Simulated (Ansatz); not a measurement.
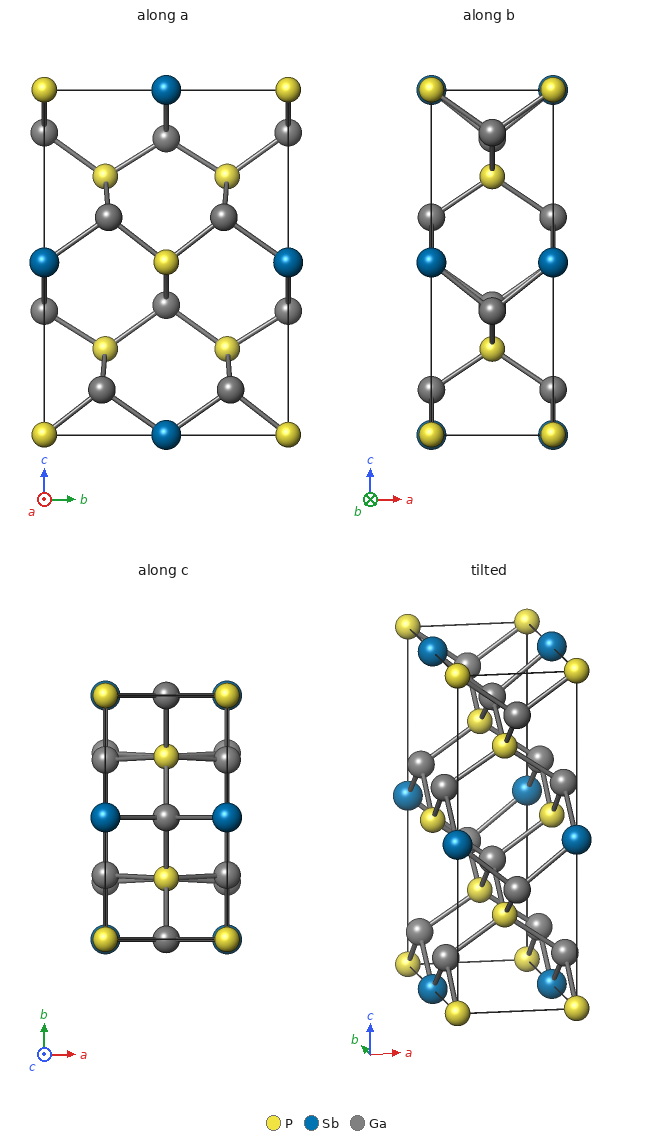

Drawn in the ball-and-stick manner and seen along the a axis, along the b axis, along the c axis and slightly off an axis. The conventional unit cell is outlined; an atom on or near a face, edge or corner is repeated at each equivalent position.

Lattice parameters: a = 4.0163 Å, b = 8.0520 Å, c = 11.3890 Å, α = 90.000°, β = 90.000°, γ = 90.000°.

### Express the structure as a CIF in P1 with every atom of the cell, with free fractional coordinates to two decimals.

```cif
data_structure
_symmetry_space_group_name_H-M 'P 1'
_symmetry_Int_Tables_number 1
_cell_length_a 4.0163
_cell_length_b 8.0520
_cell_length_c 11.3890
_cell_angle_alpha 90.000
_cell_angle_beta 90.000
_cell_angle_gamma 90.000
_cell_volume 368.31
loop_
_atom_site_label
_atom_site_type_symbol
_atom_site_fract_x
_atom_site_fract_y
_atom_site_fract_z
_atom_site_occupancy
P1 P 0.00 0.50 0.50 1
P2 P 0.50 0.75 0.25 1
P3 P 0.50 0.25 0.25 1
Sb1 Sb 0.00 0.50 0.00 1
Ga1 Ga 0.50 0.50 0.38 1
Ga2 Ga 0.00 0.76 0.13 1
Ga3 Ga 0.00 0.24 0.13 1
Ga4 Ga 0.50 0.50 0.86 1
P4 P 0.00 0.00 0.00 1
P5 P 0.50 0.25 0.75 1
P6 P 0.50 0.75 0.75 1
Sb2 Sb 0.00 0.00 0.50 1
Ga5 Ga 0.50 0.00 0.88 1
Ga6 Ga 0.00 0.26 0.63 1
Ga7 Ga 0.00 0.74 0.63 1
Ga8 Ga 0.50 0.00 0.36 1
```

The initial geometry was a structure type filled with these elements by a generator (whether the compound takes this form wasn't checked). What is shown is the relaxed result from DFT, PBE, plane waves, PAW in Ansatz 0.2.0.
